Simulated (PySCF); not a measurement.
| atom | x (Å) | y (Å) | z (Å) |
| --- | --- | --- | --- |
| F | -1.2448 | 0.3696 | 1.3325 |
| C | -1.0195 | 0.3526 | -0.0333 |
| C | -0.4800 | -1.0157 | -0.4179 |
| C | 0.8789 | -1.2265 | 0.2815 |
| Si | 1.6233 | 0.5194 | 0.4108 |
| C | 0.0695 | 1.3695 | -0.3374 |
| F | -0.2505 | 2.6178 | 0.1329 |
| H | -1.9751 | 0.5986 | -0.5275 |
| H | -1.2114 | -1.7947 | -0.1541 |
| H | -0.3650 | -1.0475 | -1.5142 |
| H | 0.7234 | -1.6183 | 1.2984 |
| H | 1.5117 | -1.9505 | -0.2510 |
| H | 1.9046 | 0.9601 | 1.8058 |
| H | 2.8380 | 0.7372 | -0.4308 |
| H | 0.1786 | 1.4247 | -1.4373 |

Geometry: PBE0-D3(BJ)/def2-SVP.

Level of theory: PySCF, PBE0/pcSseg-1, SCF density, gas phase, non-relativistic.

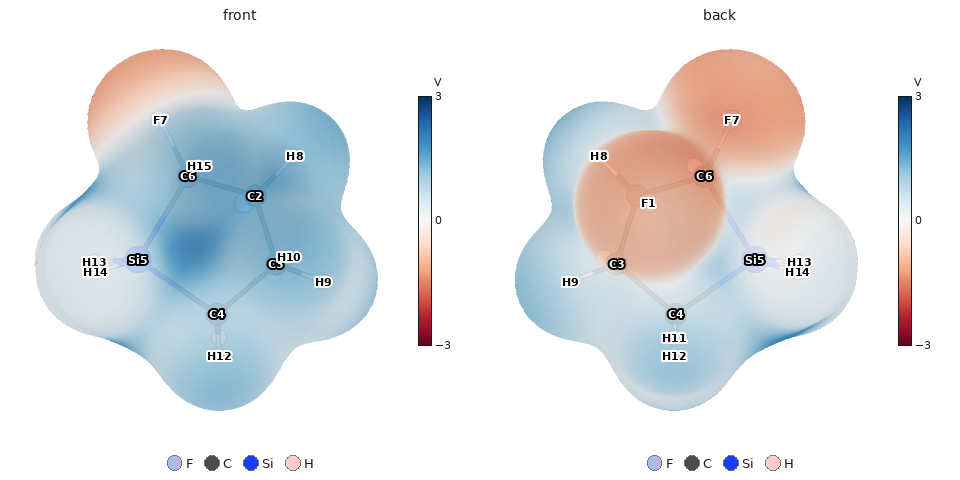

C$_{4}$H$_{8}$F$_{2}$Si. The molecular electrostatic potential painted on the density surface at 0.004 e/bohr³, seen from the front and from behind; the colour scale runs from red (negative) to blue (positive).

Describe the electrostatic potential map.

Answer. The most negative region (about −1.3 V) lies over F1 and F7, the most positive (about +2.0 V) over Si5.
